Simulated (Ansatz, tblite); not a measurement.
# Sn(CCH)H3 (C₂H₄Sn): charged states by level of theory

Aim: the energy of removing an electron for Sn(CCH)H3 (C₂H₄Sn), by energy differences, and how well orbital energies stand in for it.

Program: Ansatz 0.2.0, Gaussian basis. Level of theory: as each input shows. These are calculated values, not measurements.

The runs, in order: charge +1 doublet, at the geometry of the singlet (PBE0-D4/def2-TZVP, PBE-D4/def2-TZVP, r2SCAN-D4/def2-TZVP, CCSD(T)/def2-TZVPP); the starting singlet's energies come from earlier runs.

1 further run of the same task is left out (it didn't finish). Runs told in other sessions of the task aren't counted.

### 1 The geometry

The singlet was relaxed beforehand with PBE0-D4/def2-TZVP.

7 atoms, charge 0, spin multiplicity 1.

Atoms are counted from 1 here; the program's logs count them from 0.

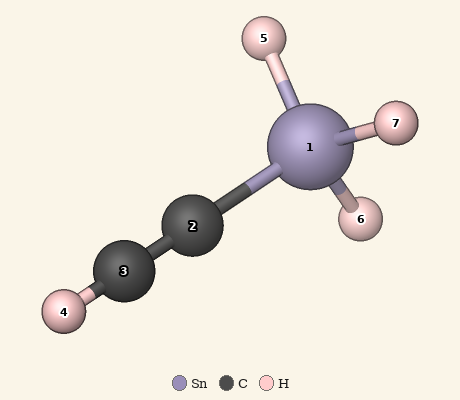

The structure; tin purple, carbon dark grey, hydrogen pink; atoms are numbered from 1 in the order of the file.

Sn takes a core potential in the def2 sets. No spin-orbit coupling is included.

### 2 Charge +1 doublet at the fixed geometry, first pass, PBE0-D4/def2-SVP

in.yaml reads:

```yaml
crystal:
  periodic: [false, false, false]
  atoms:
    - {symbol: Sn, position_ang: [-0.004903, -0.007310, -1.163292]}
    - {symbol: C, position_ang: [0.003738, 0.005702, 0.918039]}
    - {symbol: C, position_ang: [0.008916, 0.013348, 2.124481]}
    - {symbol: H, position_ang: [0.013470, 0.020038, 3.190543]}
    - {symbol: H, position_ang: [1.610340, -0.006662, -1.696626]}
    - {symbol: H, position_ang: [-0.819222, 1.388152, -1.695291]}
    - {symbol: H, position_ang: [-0.812339, -1.413268, -1.677855]}
basis:
  gaussian: {orbitals: def2-SVP}
total_charge: 1
magnetization: {spin_polarized: true, initial_magnetization: 1}
hamiltonian: {xc: pbe0, dispersion: d4}
output: {orbitals: {seedname: orbitals}}
```

Command:

```sh
> ansatz run in.yaml --threads 4 --pin off --events-out ev --progress --plain --max-ram 3916MiB
```

Output:

```text
Functional definition: PBE0
  name "PBE0"
  cite "Adamo & Barone, J. Chem. Phys. 110, 6158 (1999) doi:10.1063/1.478522"
  cite "Perdew, Burke & Ernzerhof, Phys. Rev. Lett. 77, 3865 (1996) doi:10.1103/PhysRevLett.77.3865"
  parent pbe
  parameter a = 0.25
  parameter kappa = 0.804
  parameter beta = 0.06672455060314922
  exchange = (1 - a)*pbe_x(kappa = kappa, mu = beta*pi^2/3) + a*exact_x
  correlation = pbe_c(beta = beta)
838 factors; integrals over basis functions are off by at most 1.3e-3 eV
mean field evaluation 1: about -7941.8844 eV, gradient 3.9e1 eV
mean field evaluation 2: about -7853.0940 eV, gradient 1.0e2 eV
mean field evaluation 4: about -7950.9483 eV, gradient 1.7e1 eV
mean field evaluation 8: about -7953.0519 eV, gradient 9.6e-1 eV
mean field evaluation 16: about -7953.1789 eV, gradient 4.6e-3 eV
mean field evaluation 32: about -7953.1789 eV, gradient 4.4e-5 eV
mean field evaluation 64: about -7953.1789 eV, gradient 7.1e-3 eV
mean field -7953.17890895 eV, -292.2739340458 hartree, gradient 2.8e-6 eV, S^2 0.757114; 5 other end points of the search recorded, 0 dependent functions left out
reference -7953.17893791 eV, -292.2739351098 hartree; 19, 18 occupied and 55, 56 virtual orbitals, 838 factors
Total energy: -7953.26149116 eV, -292.2769688858 hartree
```

Run time: 6 s. Hardware: 4 threads of Arm Neoverse V2, shared host.

HOMO -14.19 eV, LUMO -12.41 eV (over both spins); ⟨S²⟩ 0.757 (pure: 0.75).

### 3 Charge +1 doublet at the fixed geometry, PBE0-D4/def2-TZVP

start.molden holds the orbitals of an earlier run on this state, given as this run's starting guess.

Edit in.yaml of step 2 so:

```diff
@@ -11,3 +11,3 @@
 basis:
-  gaussian: {orbitals: def2-SVP}
+  gaussian: {orbitals: def2-TZVP, initial_orbitals: start.molden}
 total_charge: 1
@@ -15,2 +15,3 @@
 hamiltonian: {xc: pbe0, dispersion: d4}
+scf: {omitted_lower_state_checks: [starts]}
 output: {orbitals: {seedname: orbitals}}
```

The command is unchanged.

Output:

```text
Functional definition: PBE0
  name "PBE0"
  cite "Adamo & Barone, J. Chem. Phys. 110, 6158 (1999) doi:10.1063/1.478522"
  cite "Perdew, Burke & Ernzerhof, Phys. Rev. Lett. 77, 3865 (1996) doi:10.1103/PhysRevLett.77.3865"
  parent pbe
  parameter a = 0.25
  parameter kappa = 0.804
  parameter beta = 0.06672455060314922
  exchange = (1 - a)*pbe_x(kappa = kappa, mu = beta*pi^2/3) + a*exact_x
  correlation = pbe_c(beta = beta)
these checks for a lower state are left out or cut short: starts
997 factors; their error is unknown
mean field evaluation 1: about -7954.5265 eV, gradient 4.9e1 eV
mean field evaluation 2: about -7955.7731 eV, gradient 1.2e0 eV
mean field evaluation 4: about -7955.8538 eV, gradient 2.7e-1 eV
mean field evaluation 8: about -7955.8540 eV, gradient 2.6e-5 eV
mean field -7955.85395217 eV, -292.3722400709 hartree, gradient 6.8e-6 eV, S^2 0.757210; 0 other end points of the search recorded, 0 dependent functions left out
reference -7955.85398806 eV, -292.3722413895 hartree; 19, 18 occupied and 117, 118 virtual orbitals, 997 factors
Total energy: -7955.93654130 eV, -292.3752751655 hartree
Checks for a lower state left out: starts
```

Wall time 3.5 s (4 threads of Arm Neoverse V2, shared host).

HOMO -14.18 eV, LUMO -12.34 eV (over both spins); ⟨S²⟩ 0.757 (pure: 0.75).

### 4 Charge +1 doublet at the fixed geometry, PBE-D4/def2-TZVP

Edit in.yaml of step 3 so:

```diff
@@ -14,3 +14,3 @@
 magnetization: {spin_polarized: true, initial_magnetization: 1}
-hamiltonian: {xc: pbe0, dispersion: d4}
+hamiltonian: {xc: pbe, dispersion: d4}
 scf: {omitted_lower_state_checks: [starts]}
```

The command is unchanged.

Output:

```text
Functional definition: PBE
  name "PBE"
  cite "Perdew, Burke & Ernzerhof, Phys. Rev. Lett. 77, 3865 (1996) doi:10.1103/PhysRevLett.77.3865"
  parent pbe
  parameter kappa = 0.804
  parameter beta = 0.06672455060314922
  exchange = pbe_x(kappa = kappa, mu = beta*pi^2/3)
  correlation = pbe_c(beta = beta)
these checks for a lower state are left out or cut short: starts
924 factors; their error is unknown
mean field evaluation 1: about -7955.4423 eV, gradient 4.8e0 eV
mean field evaluation 2: about -7955.5700 eV, gradient 3.0e-1 eV
mean field evaluation 4: about -7955.5548 eV, gradient 2.6e-1 eV
mean field evaluation 8: about -7955.5550 eV, gradient 1.1e-4 eV
mean field evaluation 16: about -7955.5550 eV, gradient 2.7e-5 eV
mean field -7955.55502785 eV, -292.3612548047 hartree, gradient 2.2e-6 eV, S^2 0.753838; 0 other end points of the search recorded, 0 dependent functions left out
reference -7955.55507530 eV, -292.3612565483 hartree; 19, 18 occupied and 117, 118 virtual orbitals, 924 factors
Total energy: -7955.65277067 eV, -292.3648467869 hartree
Checks for a lower state left out: starts
```

Run time: 3.1 s. Hardware: 4 threads of Arm Neoverse V2, shared host.

Report: HOMO -13.08 eV, LUMO -13.03 eV (over both spins); ⟨S²⟩ 0.754 (pure: 0.75).

### 5 Charge +1 doublet at the fixed geometry, r2SCAN-D4/def2-TZVP

Edit in.yaml of step 4 so:

```diff
@@ -14,3 +14,3 @@
 magnetization: {spin_polarized: true, initial_magnetization: 1}
-hamiltonian: {xc: pbe, dispersion: d4}
+hamiltonian: {xc: r2scan, dispersion: d4}
 scf: {omitted_lower_state_checks: [starts]}
```

Launched as before.

Output:

```text
Functional definition: r2SCAN
  name "r2SCAN"
  cite "Furness, Kaplan, Ning, Perdew & Sun, J. Phys. Chem. Lett. 11, 8208 (2020) doi:10.1021/acs.jpclett.0c02405"
  cite "Furness, Kaplan, Ning, Perdew & Sun, J. Phys. Chem. Lett. 11, 9248 (2020) doi:10.1021/acs.jpclett.0c03077"
  parent r2scan
  parameter k0 = 0.174
  parameter k1 = 0.065
  parameter a1 = 4.9479
  exchange = r2scan_x(k0 = k0, k1 = k1, a1 = a1)
  correlation = r2scan_c
these checks for a lower state are left out or cut short: starts
924 factors; their error is unknown
mean field evaluation 1: about -7959.4080 eV, gradient 3.5e0 eV
mean field evaluation 2: about -7959.4493 eV, gradient 9.6e-2 eV
mean field evaluation 4: about -7959.4357 eV, gradient 2.2e-3 eV
mean field evaluation 8: about -7959.4357 eV, gradient 1.4e-5 eV
mean field -7959.43567781 eV, -292.5038660604 hartree, gradient 7.6e-6 eV, S^2 0.757928; 0 other end points of the search recorded, 0 dependent functions left out
reference -7959.43569431 eV, -292.5038666668 hartree; 19, 18 occupied and 117, 118 virtual orbitals, 924 factors
Total energy: -7959.45785903 eV, -292.5046812052 hartree
Checks for a lower state left out: starts
```

It took 6.5 s on 4 threads of Arm Neoverse V2, shared host.

HOMO -13.34 eV, LUMO -12.91 eV (over both spins); ⟨S²⟩ 0.758 (pure: 0.75).

### 6 Charge +1 doublet at the fixed geometry, CCSD(T)/def2-TZVPP

Edit in.yaml of step 5 so:

```diff
@@ -11,7 +11,7 @@
 basis:
-  gaussian: {orbitals: def2-TZVP, initial_orbitals: start.molden}
+  gaussian: {orbitals: def2-TZVPP, initial_orbitals: start.molden}
 total_charge: 1
 magnetization: {spin_polarized: true, initial_magnetization: 1}
-hamiltonian: {xc: r2scan, dispersion: d4}
-scf: {omitted_lower_state_checks: [starts]}
+correlation: {method: ccsd_t}
+scf: {omitted_lower_state_checks: [starts, cluster_reference]}
 output: {orbitals: {seedname: orbitals}}
```

Same command.

Output (excerpt; [...] marks lines left out):

```text
Functional definition: HF
  name "HF"
  cite "Fock, Z. Phys. 61, 126 (1930) doi:10.1007/BF01340294"
  parent pbe
[...]
1152 factors; integrals over basis functions are off by at most 1.0e-3 eV
[...]
mean field -7919.11016688 eV, -291.0219308673 hartree, gradient 1.9e-10 eV, S^2 0.756332; 0 other end points of the search recorded, 0 dependent functions left out
6 core orbitals not correlated: weight in the atoms' cores, before any rotation towards them, 1.000 or more for the frozen orbitals, at most 0.000 for the correlated occupied ones
reference -7919.11016688 eV, -291.0219308673 hartree; 13, 12 occupied and 149, 150 virtual orbitals, 1152 factors
second order -15.57475501 eV of doubles, -0.00000000 eV of singles
cycle   1  -15.87857466 eV  change   -3.0e-1 eV  update   1.0e-1
[...]
cycle  13  -16.46821364 eV  change   -1.5e-6 eV  update   1.9e-5
perturbative correction -0.58792952 eV, -0.0216060114 hartree
Total energy: -7936.16631005 eV, -291.6487325676 hartree
Checks for a lower state left out: starts, cluster_reference
```

Wall time 4.5 min (4 threads of Arm Neoverse V2, shared host); peak memory 2.1 GiB.

Hartree-Fock HOMO -16.80 eV, LUMO -7.60 eV (over both spins); ⟨S²⟩ 0.756 (pure: 0.75); T1 0.028.

### 7 Vertical ionisation energy

Charged state less starting state, singlet to doublet; the starting state's energies are those of its earlier runs.

| method | vertical ionisation energy (eV) | from CCSD(T)/def2-TZVPP (eV) | time |
| --- | --- | --- | --- |
| HF/def2-TZVPP | 9.11 | -1.47 |  |
| PBE-D4/def2-TZVP | 10.05 | -0.53 | 3.8 s |
| r2SCAN-D4/def2-TZVP | 10.10 | -0.48 | 8.2 s |
| PBE0-D4/def2-TZVP | 10.26 | -0.32 | 4.4 s |
| MP2/def2-TZVPP | 10.88 | +0.30 |  |
| CCSD/def2-TZVPP | 10.45 | -0.13 |  |
| CCSD(T)/def2-TZVPP | 10.58 | 0 | 4.8 min |

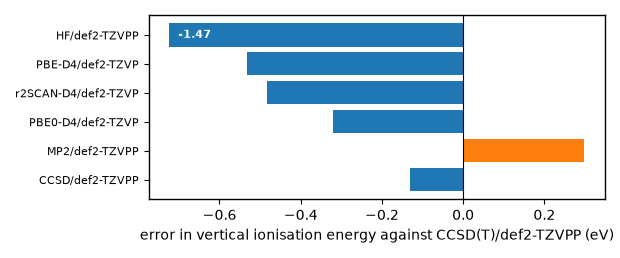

Error of each method against CCSD(T)/def2-TZVPP. Bars with a number in them are cut short.

Times add the two runs; a level without a time comes out of a correlated run.

Beside −ε(HOMO) of the starting state:

| level | −ε(HOMO) (eV) | by difference (eV) | mismatch (eV) |
| --- | --- | --- | --- |
| PBE-D4/def2-TZVP | 6.89 | 10.05 | -3.16 |
| r2SCAN-D4/def2-TZVP | 7.13 | 10.10 | -2.97 |
| PBE0-D4/def2-TZVP | 8.10 | 10.26 | -2.17 |

### 8 What came out

```
                                            quantity                                 value
vertical ionisation energy, functionals in def2-TZVP  10.05 (PBE-D4) to 10.26 eV (PBE0-D4)
      vertical ionisation energy, CCSD(T)/def2-TZVPP                              10.58 eV
```

**Reading.** The vertical ionisation energy spans 10.05 to 10.26 eV over the functionals, beside 10.58 eV from CCSD(T)/def2-TZVPP. −ε(HOMO) misses the level's own difference by -2.17 eV at best (PBE0-D4) and -3.16 eV at worst (PBE-D4). CCSD(T)/def2-TZVPP isn't at the basis-set limit; small misses against it rank nothing.
